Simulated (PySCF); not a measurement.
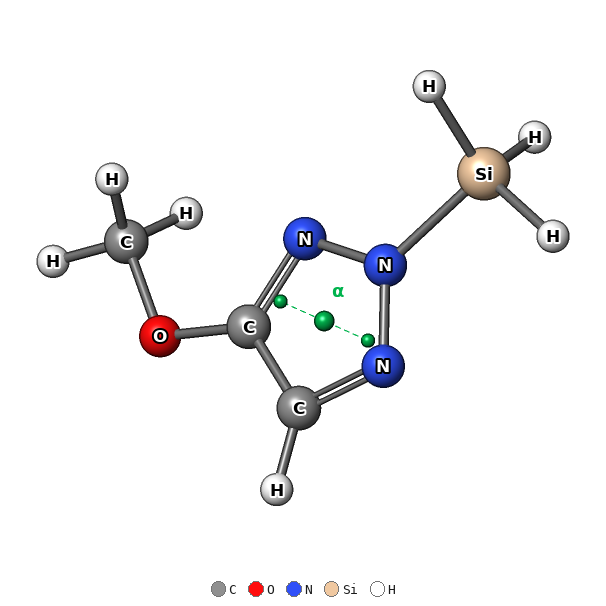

The small points mark where nucleus-independent chemical shifts (NICS) were computed: at the centre of each lettered ring and 1 Å above and below it. The geometry was computed by an optimisation with GFN2-xTB. No frequency run is at hand to confirm it as a minimum. Properties computed with GIAO PBE0/pcSseg-1 NMR shielding, non-relativistic, gas phase (PySCF 2.14.0).

Give NICS(0), NICS(1) and the out-of-plane component NICS(1)zz for each ring (means of the two sides).

```csv
ring,members,NICS(0),NICS(1),NICS(1)zz
α,C2N3,−12.5,−12.3,−30.1
```

Values in ppm.

What do the values say about the ring currents?

Answer. Ring α: diatropic, as in an aromatic ring. NICS is one index among several.

The geometry is semi-empirical. Around Si such bond lengths and angles can be off by a tenth of an ångström or more and by several degrees, and values that hang on the shape move with them.
